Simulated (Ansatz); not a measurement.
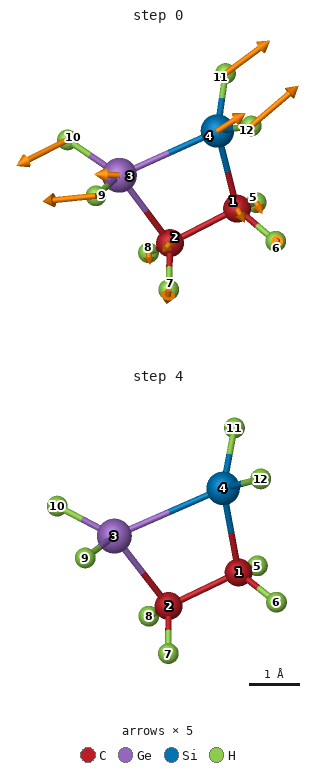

The structure of C₂H₈GeSi (coarse preliminary run) before (top) and after (bottom) a relaxation, at one scale. The orange arrows give the displacements, magnified 5 times.

The picture is a ball-and-stick view, seen at a tilt.

The start comes from a force field.

These are results of Ansatz 0.2.0, RKS PBE-D4/def2-SVP, not measurements. Settings: force threshold 0.03 eV/Å; at most 200 steps.

> Describe what moved and what it gained.

The largest moves after the best rigid fit, 0.25 Å, are those of H10 and H12. By element the largest moves are H 0.25 Å, Si 0.14 Å, Ge 0.11 Å, C 0.06 Å. Among the contacts that change: Ge3–Si4 2.173 → 2.398 Å, C1–Si4 1.823 → 1.936 Å, C2–Ge3 1.930 → 2.020 Å, C1–H6 1.180 → 1.110 Å. Among the angles between lasting bonds that change: H9–Ge3–H10 117.4° → 108.2°, H11–Si4–H12 115.5° → 107.8°, Si4–Ge3–H10 113.3° → 120.0°. After 4 geometry steps the energy has fallen by 18.5 kcal/mol. The largest force component goes from 3.3 to 0.017 eV/Å. The run took 8.5 s on 4 threads of Arm Neoverse V1, with other jobs on the host.
